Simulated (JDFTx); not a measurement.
```json
{
  "surface": "Al2Pt(111), Al outermost, slab composition Al6Pt3",
  "bulk": "Al2Pt, Fm-3m, lattice of mp-1502 (not re-optimised)",
  "slab": "9 atoms in 9 planes, 1x1, 8.2 Å between the outermost planes",
  "in-plane cell": "4.171 × 4.171 Å, 15.06 Å²",
  "cell_height": "24.5 Å",
  "sampling": "6×6×1 k mesh, Fermi smearing 0.01 Ha, no spin polarisation"
}
```

Whether this polymorph is the ambient one wasn't checked.

Method: PBE, GBRV ultrasoft potentials, plane waves to 20/100 Ha, in JDFTx (a modified build). Liquid on both sides: CANDLE, acetonitrile, 1 M NaCl; nuclei fixed. SHE scale: U = −μ/e − 4.44 V, by convention. In this non-aqueous liquid the SHE scale is nominal.

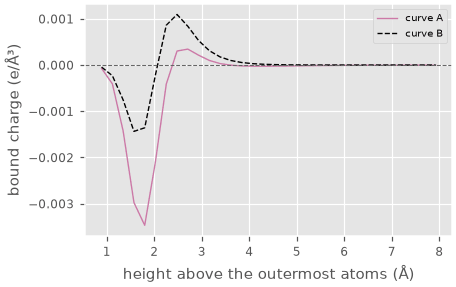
Plane-averaged bound charge of the liquid for two states of the electrode

One curve is the neutral slab. Which, and what is the sign of the other's charge?

Curve B is neutral (potential of zero charge, -0.60 V). Curve A is positively charged, 3.7 μC/cm² at -0.30 V.
